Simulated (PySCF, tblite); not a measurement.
# C₇H₁₃Al: geometry, infrared bands, NMR shifts and electronic excitations, part 2 of 2

tblite 0.8.0 and PySCF 2.14.0. Atoms count from 0.

### Step 5. NMR shieldings: PBE0/pcSseg-1

Job settings and geometry (Å):

```
{"job": {"kind": "nmr", "xc": "PBE0", "basis": "pcSseg-1"}, "charge": 0, "multiplicity": 1}
C     -2.568077     1.202574     0.858311
C     -2.103251     0.246708     0.032414
C     -3.041198    -0.575277    -0.807245
Al    -0.156766     0.034099     0.022742
C      1.221761     0.966813     1.075711
C      2.488838     0.544389     0.306304
C      2.377884    -0.904515    -0.200328
C      1.073211    -1.123315    -0.991277
H     -1.902678     1.813564     1.480018
H     -3.642357     1.422145     0.953478
H     -2.948681    -1.649622    -0.574574
H     -2.808151    -0.479258    -1.881141
H     -4.095987    -0.287305    -0.661918
H      1.244819     0.546390     2.100219
H      1.143909     2.058345     1.199286
H      2.619932     1.207816    -0.569215
H      3.404501     0.663383     0.911735
H      2.387757    -1.579089     0.676279
H      3.273955    -1.167076    -0.789813
H      1.183058    -0.734484    -2.022620
H      0.814996    -2.188869    -1.098229
```

With the program's defaults for keys left out, this is: GIAO PBE0/pcSseg-1 NMR shielding, non-relativistic, gas phase.

What it wrote:

```text
coarse grid: 17288 points
cycle   1  E = -516.3394119110  dE =  5.968e-01  |g| = 5.764e-01  |ddm| = 4.007e+00
cycle   2  E = -516.3017063474  dE =  3.771e-02  |g| = 6.960e-01  |ddm| = 1.146e+00
cycle   3  E = -516.4320559828  dE = -1.303e-01  |g| = 5.129e-02  |ddm| = 6.647e-01
cycle   4  E = -516.4324992953  dE = -4.433e-04  |g| = 2.882e-02  |ddm| = 7.341e-02
cycle   5  E = -516.4327046084  dE = -2.053e-04  |g| = 8.655e-03  |ddm| = 3.055e-02
cycle   6  E = -516.4327211088  dE = -1.650e-05  |g| = 3.581e-03  |ddm| = 9.455e-03
cycle   7  E = -516.4327244590  dE = -3.350e-06  |g| = 3.305e-04  |ddm| = 3.200e-03
final grid: 160184 points
cycle   8  E = -516.4816884117  dE = -3.335e-05  |g| = 9.199e-03  |ddm| = 2.725e-02
cycle   9  E = -516.4816780385  dE =  1.037e-05  |g| = 1.122e-02  |ddm| = 1.770e-02
cycle  10  E = -516.4817112344  dE = -3.320e-05  |g| = 7.049e-04  |ddm| = 9.704e-03
cycle  11  E = -516.4817113344  dE = -9.996e-08  |g| = 2.904e-04  |ddm| = 7.718e-04
cycle  12  E = -516.4817113553  dE = -2.091e-08  |g| = 8.559e-05  |ddm| = 3.003e-04
cycle  13  E = -516.4817113569  dE = -1.636e-09  |g| = 3.447e-05  |ddm| = 1.013e-04
cycle  14  E = -516.4817113572  dE = -3.140e-10  |g| = 3.110e-06  |ddm| = 3.327e-05
converged SCF energy = -516.4817113572

GIAO shielding tensors (ppm)
atom      isotropic    diamagn.    paramagn.     s11        s22        s33       span
  0 C       38.450     253.004    -214.553    -81.831     59.655    137.527    219.358
  1 C       21.403     261.434    -240.031    -95.903    -19.802    179.914    275.816
  2 C      155.580     244.603     -89.023    139.622    144.039    183.079     43.457
  3 Al     259.148     800.513    -541.365    217.358    268.951    291.136     73.778
  4 C      177.103     253.537     -76.434    161.164    175.168    194.978     33.814
  5 C      154.709     246.881     -92.172    143.746    154.238    166.143     22.397
  6 C      154.098     246.698     -92.600    141.342    154.366    166.585     25.243
  7 C      175.845     253.158     -77.313    160.925    173.363    193.245     32.320
  8 H       25.225      32.406      -7.180     22.807     23.189     29.679      6.872
  9 H       24.789      29.136      -4.347     21.791     24.615     27.960      6.169
 10 H       29.024      28.685       0.339     25.185     28.114     33.772      8.586
 11 H       29.038      28.747       0.291     25.240     28.227     33.649      8.409
 12 H       29.429      27.348       2.081     26.143     27.935     34.209      8.065
 13 H       31.472      32.035      -0.563     26.672     29.200     38.545     11.873
 14 H       30.726      31.995      -1.269     25.855     28.813     37.511     11.656
 15 H       30.262      30.647      -0.385     25.534     28.723     36.528     10.994
 16 H       29.079      28.727       0.352     23.627     27.594     36.016     12.388
 17 H       30.207      30.581      -0.374     25.478     28.736     36.408     10.930
 18 H       29.043      28.690       0.353     23.536     27.592     36.003     12.467
 19 H       31.418      31.816      -0.398     26.639     29.134     38.483     11.844
 20 H       30.725      31.711      -0.986     25.951     28.779     37.445     11.494
```

It took 86 s on 1 thread of Arm Neoverse N1, shared host; peak memory 0.96 GiB.

The references, computed at this level on geometries of the same kind, shield at (ppm): 1H TMS 31.27, 13C TMS 184.4, 27Al AlH4- 489.3. Their shielding less the atom's gives the shift. The references are single molecules in the gas phase. Shifts against hydride references such as AlH4− lie on their own scale. Atoms listed in one row are averaged.

| atoms | environment | σ (ppm) | δ (ppm) |
| --- | --- | --- | --- |
| C1 | fully substituted alkene carbon | 21.4 | 163.0 |
| C0 | terminal =CH2 carbon | 38.5 | 146.0 |
| C5, C6 | sp3 CH2 in a ring | 154.4 | 30.0 |
| C2 | allylic methyl carbon | 155.6 | 28.8 |
| C4, C7 | sp3 CH2 bonded to Al | 176.5 | 7.9 |
| H9 | hydrogen on a terminal =CH2 carbon | 24.79 | 6.48 |
| H8 | hydrogen on a terminal =CH2 carbon | 25.23 | 6.04 |
| H10, H11, H12 | hydrogen on an allylic methyl carbon | 29.16 | 2.10 |
| H15, H16, H17, H18 | hydrogen on an sp3 CH2 in a ring | 29.65 | 1.62 |
| H13, H14, H19, H20 | hydrogen on an sp3 CH2 bonded to Al | 31.09 | 0.18 |
| Al3 | aluminium bonded to 3 C, in a 5-membered ring | 259.1 | 230.1 |

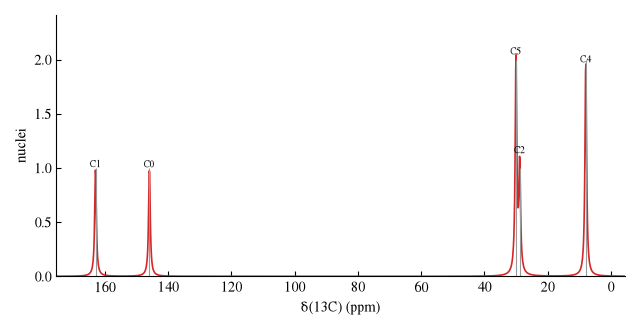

13C lines at the computed shifts, without couplings. Lines are broadened to a width of 0.62 ppm (Lorentzian).

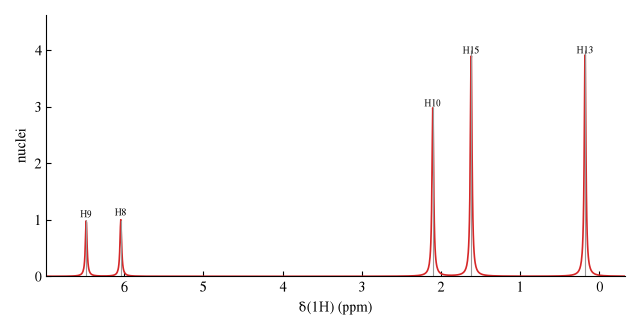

1H lines at the computed shifts, without couplings. Lines are broadened to a width of 0.03 ppm (Lorentzian).

Charges from the same density, by scheme (e):

| atoms | Mulliken | IAO | Hirshfeld | ESP fit |
| --- | --- | --- | --- | --- |
| C0 | -0.11 | -0.28 | -0.10 | -0.46 |
| C1 | -0.63 | -0.30 | -0.14 | -0.07 |
| C2 | -0.19 | -0.40 | -0.12 | -0.35 |
| Al3 | 1.04 | 0.97 | 0.54 | 0.65 |
| C4, C7 | -0.61 | -0.62 | -0.23 | -0.35 |
| C5, C6 | -0.23 | -0.24 | -0.07 | 0.08 |

IAO charges:

C0 -0.28; C1 -0.30; C2 -0.40; Al3 0.97; C4 -0.62; C5 -0.24; C6 -0.24; C7 -0.62; H8 0.14; H9 0.13; H10 0.14; H11 0.14; H12 0.13; H13 0.14; H14 0.14; H15 0.12; H16 0.13; H17 0.12; H18 0.13; H19 0.14; H20 0.14

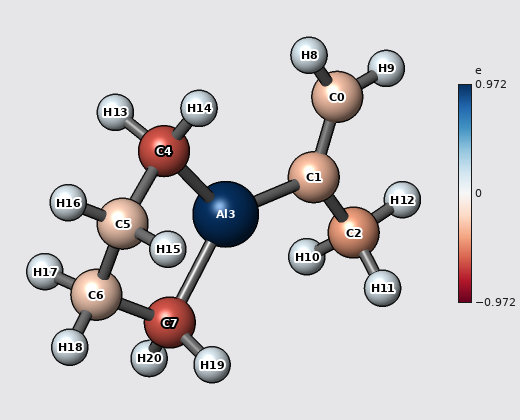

IAO charges, as colours on the atoms.

Mayer bond orders: C0–C1 1.92, C1–C2 1.04, C1–Al3 0.83, Al3–C4 0.86, C4–C5 1.01, C5–C6 1.02, C6–C7 1.01, C7–Al3 0.86.

Ring of atoms Al3, C4, C5, C6, C7: NICS(0) -3.0, NICS(1) -2.8, NICS(1)zz -1.2 ppm (means of both faces).

Orbitals, density, ELF and potential are computed afterwards from the orbital file.

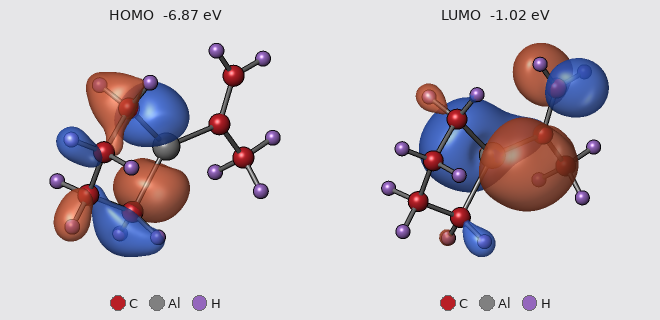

PBE0/pcSseg-1 orbitals near the gap, drawn at the value that encloses 70 % of each; the two colours are the two signs.

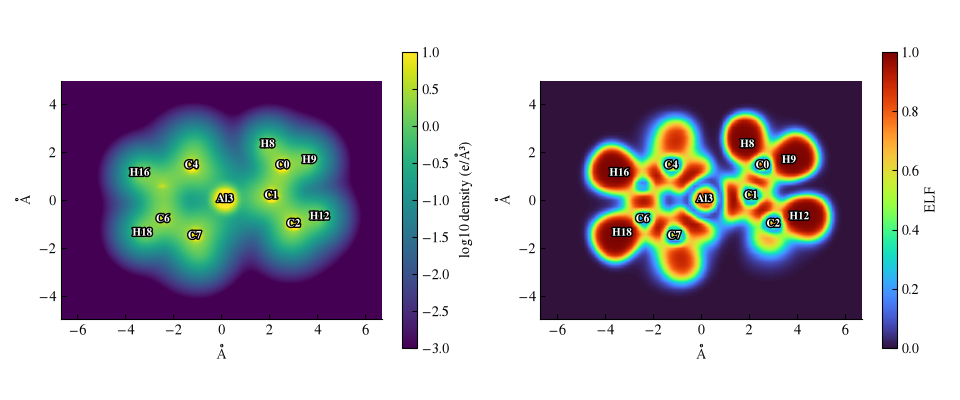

Density (left) and ELF (right) in a plane through or near 12 of the atoms.

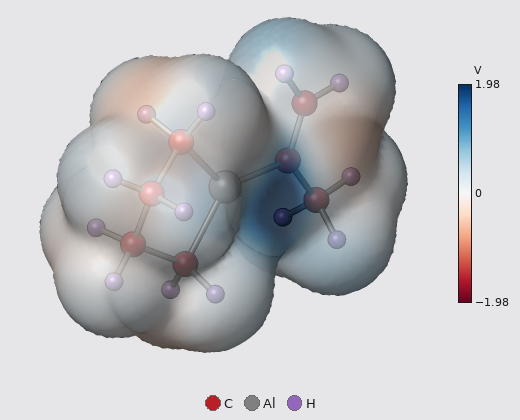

The potential that a unit positive charge feels on the 0.002 e/bohr³ surface, from -0.50 V near C0 to 1.98 V near Al3.

### Step 6. TDDFT and polarisability: CAM-B3LYP/def2-SVPD

Settings changed since step 5:

```diff
@@ -1,2 +1,2 @@
-{"job": {"kind": "nmr", "xc": "PBE0", "basis": "pcSseg-1"}, "charge": 0, "multiplicity": 1}
+{"job": {"kind": "uv", "xc": "CAM-B3LYP", "basis": "def2-SVPD", "ip": true}, "charge": 0, "multiplicity": 1}
 C     -2.568077     1.202574     0.858311
```

Method: TDDFT CAM-B3LYP/def2-SVPD, vertical, gas phase, core orbitals frozen in the response.

What it wrote:

```text
coarse grid: 17288 points
cycle   1  E = -516.3966008151  dE =  7.506e-01  |g| = 4.538e-01  |ddm| = 6.446e+00
cycle   2  E = -516.4139441283  dE = -1.734e-02  |g| = 4.039e-01  |ddm| = 1.363e+00
cycle   3  E = -516.4574216945  dE = -4.348e-02  |g| = 3.983e-02  |ddm| = 5.918e-01
cycle   4  E = -516.4578228655  dE = -4.012e-04  |g| = 2.125e-02  |ddm| = 1.259e-01
cycle   5  E = -516.4579435068  dE = -1.206e-04  |g| = 4.466e-03  |ddm| = 4.378e-02
cycle   6  E = -516.4579486563  dE = -5.150e-06  |g| = 1.544e-03  |ddm| = 9.345e-03
final grid: 160184 points
cycle   7  E = -516.5520057613  dE = -3.923e-05  |g| = 4.195e-03  |ddm| = 8.669e-02
cycle   8  E = -516.5520056602  dE =  1.011e-07  |g| = 4.333e-03  |ddm| = 1.403e-02
cycle   9  E = -516.5520104678  dE = -4.808e-06  |g| = 4.038e-04  |ddm| = 5.911e-03
cycle  10  E = -516.5520104990  dE = -3.119e-08  |g| = 2.360e-04  |ddm| = 1.001e-03
cycle  11  E = -516.5520105136  dE = -1.468e-08  |g| = 3.473e-05  |ddm| = 4.037e-04
cycle  12  E = -516.5520105140  dE = -3.292e-10  |g| = 1.143e-05  |ddm| = 7.786e-05
converged SCF energy = -516.5520105140

Static polarisability (au): isotropic 108.032, principal 82.556 111.350 130.190

Singlet excitations
state   eV       nm        f      main configurations
  1   4.8251    257.0   0.00009   H->L 0.94
  2   5.0870    243.7   0.00012   H-1->L 0.94
  3   6.0276    205.7   0.18987   H-2->L 0.89, H->L+1 0.08
  4   6.0534    204.8   0.01068   H->L+1 0.82, H-2->L 0.09
  5   6.5813    188.4   0.06251   H-1->L+1 0.87
  6   6.6909    185.3   0.00623   H-2->L+1 0.55, H-1->L+3 0.25
  7   6.7628    183.3   0.01983   H-1->L+3 0.42, H-2->L+1 0.34
  8   7.1861    172.5   0.00566   H->L+2 0.57, H->L+3 0.21
  9   7.2728    170.5   0.00684   H->L+3 0.64, H->L+2 0.13, H->L+5 0.09
 10   7.2974    169.9   0.01586   H->L+4 0.70, H->L+5 0.11

Triplet excitations (Tamm-Dancoff, eV): 3.9698 4.5589 4.6871 5.7312
Vertical ionisation energy (delta-SCF) = 8.8571 eV
```

Run time: 12 min. Hardware: 1 thread of Arm Neoverse N1, shared host; peak memory 1.4 GiB.

Frontier orbitals and where they lie:

| orbital | eV | atoms |
| --- | --- | --- |
| HOMO−3 | -10.17 | C6 19 %, C5 19 %, H15 12 % |
| HOMO−2 | -8.84 | C0 38 %, C1 35 %, C2 9 % |
| HOMO−1 | -8.66 | C1 24 %, Al3 16 %, C4 12 % |
| HOMO | -8.19 | C7 28 %, C4 25 %, Al3 18 % |
| LUMO | 0.01 | Al3 37 %, C1 18 %, C0 18 % |
| LUMO+1 | 0.54 | Al3 58 %, C2 5 %, C0 4 % |
| LUMO+2 | 1.68 | C2 16 %, C5 8 %, C4 8 % |

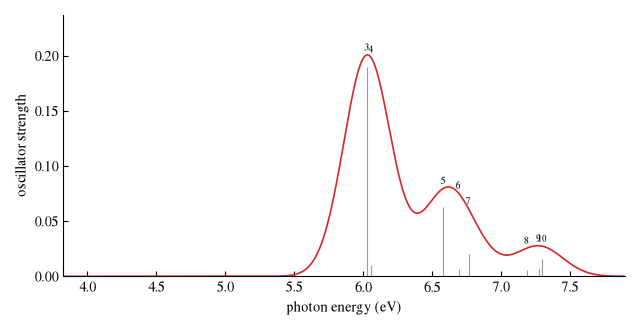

Absorption spectrum from the 10 singlet states computed; above the last one it falls off for lack of states. Lines are broadened to a width of 0.40 eV (Gaussian).

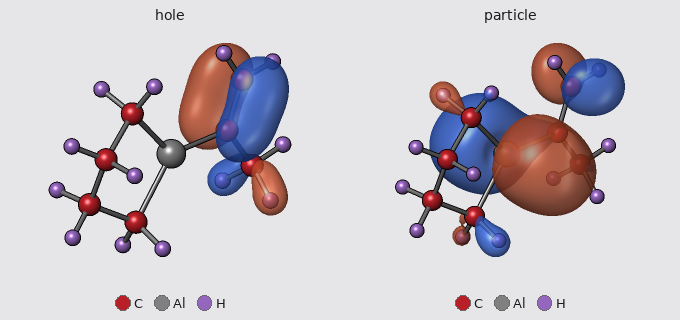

Leading natural transition orbitals of singlet state 3: the electron leaves the hole (left) for the particle orbital (right).

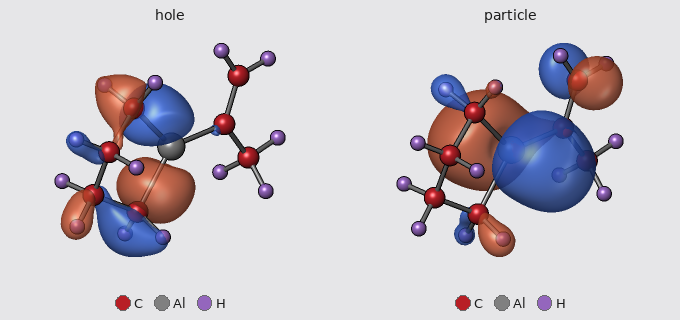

Leading natural transition orbitals of singlet state 1: the electron leaves the hole (left) for the particle orbital (right).

Ground-state properties from the same run:

| property | computed |
| --- | --- |
| dipole moment (D) | 0.73 |
| polarisability (Å³) | 16.01 |
| HOMO–LUMO gap (eV) | 8.20 |
| −ε(HOMO) (eV) | 8.19 |

### Step 7. NMR shieldings: B3LYP/pcSseg-1

Settings changed since step 6:

```diff
@@ -1,2 +1,2 @@
-{"job": {"kind": "uv", "xc": "CAM-B3LYP", "basis": "def2-SVPD", "ip": true}, "charge": 0, "multiplicity": 1}
+{"job": {"kind": "nmr", "xc": "B3LYP", "basis": "pcSseg-1", "pop": false}, "charge": 0, "multiplicity": 1}
 C     -2.568077     1.202574     0.858311
```

Level: GIAO B3LYP/pcSseg-1 NMR shielding, non-relativistic, gas phase.

What it wrote:

```text
coarse grid: 17288 points
cycle   1  E = -516.7829086049  dE =  5.634e-01  |g| = 6.677e-01  |ddm| = 4.043e+00
cycle   2  E = -516.6955766609  dE =  8.733e-02  |g| = 8.779e-01  |ddm| = 1.416e+00
cycle   3  E = -516.9060286871  dE = -2.105e-01  |g| = 6.299e-02  |ddm| = 8.706e-01
cycle   4  E = -516.9067457308  dE = -7.170e-04  |g| = 3.329e-02  |ddm| = 9.178e-02
cycle   5  E = -516.9070234917  dE = -2.778e-04  |g| = 9.651e-03  |ddm| = 3.564e-02
cycle   6  E = -516.9070425990  dE = -1.911e-05  |g| = 4.746e-03  |ddm| = 1.099e-02
cycle   7  E = -516.9070484496  dE = -5.851e-06  |g| = 5.020e-04  |ddm| = 4.165e-03
final grid: 160184 points
cycle   8  E = -516.9699739485  dE = -3.527e-05  |g| = 6.905e-03  |ddm| = 2.331e-02
cycle   9  E = -516.9699650089  dE =  8.940e-06  |g| = 9.033e-03  |ddm| = 1.386e-02
cycle  10  E = -516.9699866158  dE = -2.161e-05  |g| = 7.094e-04  |ddm| = 8.041e-03
cycle  11  E = -516.9699867146  dE = -9.875e-08  |g| = 3.159e-04  |ddm| = 7.392e-04
cycle  12  E = -516.9699867396  dE = -2.502e-08  |g| = 8.736e-05  |ddm| = 3.281e-04
cycle  13  E = -516.9699867414  dE = -1.819e-09  |g| = 3.039e-05  |ddm| = 1.040e-04
cycle  14  E = -516.9699867417  dE = -2.469e-10  |g| = 3.719e-06  |ddm| = 3.128e-05
converged SCF energy = -516.9699867417

GIAO shielding tensors (ppm)
atom      isotropic    diamagn.    paramagn.     s11        s22        s33       span
  0 C       34.623     252.402    -217.779    -85.327     57.548    131.648    216.974
  1 C       14.085     261.028    -246.943   -103.609    -28.175    174.039    277.649
  2 C      150.040     243.987     -93.948    133.340    138.489    178.290     44.950
  3 Al     248.293     801.035    -552.742    203.722    257.337    283.819     80.097
  4 C      171.355     253.066     -81.711    155.214    168.845    190.006     34.792
  5 C      147.962     246.250     -98.288    137.453    147.370    159.064     21.610
  6 C      147.314     246.058     -98.744    134.916    147.481    159.544     24.628
  7 C      170.071     252.704     -82.633    154.952    167.031    188.232     33.280
  8 H       25.483      32.865      -7.382     23.171     23.472     29.807      6.637
  9 H       25.048      29.006      -3.957     22.165     24.902     28.077      5.912
 10 H       29.143      29.037       0.105     25.463     28.315     33.650      8.188
 11 H       29.159      29.108       0.051     25.525     28.428     33.524      7.999
 12 H       29.581      27.091       2.491     26.480     28.225     34.039      7.559
 13 H       31.609      32.323      -0.714     27.009     29.504     38.314     11.304
 14 H       30.849      32.204      -1.355     26.229     29.128     37.189     10.959
 15 H       30.372      30.879      -0.507     25.806     28.958     36.353     10.546
 16 H       29.167      28.396       0.771     23.952     27.836     35.713     11.761
 17 H       30.316      30.803      -0.488     25.749     28.967     36.230     10.481
 18 H       29.129      28.374       0.755     23.856     27.832     35.700     11.844
 19 H       31.553      32.100      -0.546     26.978     29.425     38.257     11.279
 20 H       30.846      31.915      -1.069     26.321     29.092     37.124     10.803
```

Wall time 67 s (1 thread of Arm Neoverse N1, shared host); peak memory 1 GiB.

In short: δ C1 165.2, C0 144.6, C5 31.6, C2 29.2, H9 6.33, H8 5.90 ppm (means over like atoms).

### Step 8. Comparing the runs: NMR shifts

Shifts (ppm) of some atoms, chosen among heavy atoms and hydrogens apart, means over like atoms, with basis size and wall time:

| run | C1 | C0 | C5 | C4 | H9 | H8 | Al3 | functions | time |
| --- | --- | --- | --- | --- | --- | --- | --- | --- | --- |
| PBE0/pcSseg-1 | 163.0 | 146.0 | 30.0 | 7.9 | 6.48 | 6.04 | 230.1 | 208 | 86 s |
| B3LYP/pcSseg-1 | 165.2 | 144.6 | 31.6 | 8.5 | 6.33 | 5.90 | 236.5 | 208 | 67 s |

### Step 9. What came out

What follows sums up all 2 parts.

```
                                                               quantity                              value
                              strongest single infrared mode (GFN2-xTB)               675 cm⁻¹, 128 km/mol
                                           zero-point energy (GFN2-xTB)                     109.7 kcal/mol
                                                            point group                                 C1
                                   rotational constants (main isotopes)               3.42, 0.97, 0.78 GHz
13C shifts against TMS (PBE0/pcSseg-1, means over atoms taken as alike)  163.0, 146.0, 30.0, 28.8, 7.9 ppm
 1H shifts against TMS (PBE0/pcSseg-1, means over atoms taken as alike)   6.48, 6.04, 2.10, 1.62, 0.18 ppm
                              27Al shifts against AlH4- (PBE0/pcSseg-1)                          230.1 ppm
                                  surface potential, least and greatest                 -0.50 V and 1.98 V
                                   lowest singlet (CAM-B3LYP/def2-SVPD)        4.83 eV (257 nm), f = 0.000
                               brightest single state of those computed        state 3, 6.03 eV, f = 0.190
                                                         lowest triplet                            3.97 eV
                                      vertical ionisation energy (ΔSCF)                            8.86 eV
                                              range of the shift of Al3                 230.1 to 236.5 ppm
```

In words: Relaxing lowered the energy by 0.634 eV in 175 steps; the close pair that moved most is C1–Al3, from 1.922 to 1.985 Å (GFN2-xTB). No mode is imaginary among the 57: a minimum at this level. The strongest single mode, at 675 cm⁻¹, is spread over many atoms; the largest shares are those of Al3, C7. GFN2-xTB is a fitted tight-binding method: band positions and strengths are rough. Its intensities can rank the bands wrongly. Relaxing lowered the energy by 0.161 eV in 8 steps; the close pair that moved most is C1–Al3, from 2.024 to 1.958 Å (PBE0/def2-SVP). No frequency check was run at this level, so the end point may be a saddle. The most deshielded carbon is C1 (fully substituted alkene carbon), at 163.0 ppm: the olefinic region. At PBE0/pcSseg-1: Shielding is most anisotropic at C1 (span 276 ppm, paramagnetic term -240 ppm). At PBE0/pcSseg-1, counted by nearest atom on the grid, the HOMO lies on C4, C7 about 25 % each; Al3 16 %, the LUMO on Al3 41 %; C0 16 %. The first singlet state (HOMO→LUMO 0.94) lies at 4.83 eV and is dark; of the 10 states computed, the strongest absorption comes from state 3 at 6.03 eV. The lowest triplet lies 0.86 eV below the lowest singlet (triplets in Tamm-Dancoff, singlets in full TDDFT). ΔSCF puts the ionisation energy at 8.86 eV, 0.66 eV above −ε(HOMO). Across the 2 runs the shift of Al3 moves most, between 230.1 (PBE0/pcSseg-1) and 236.5 ppm (B3LYP/pcSseg-1).
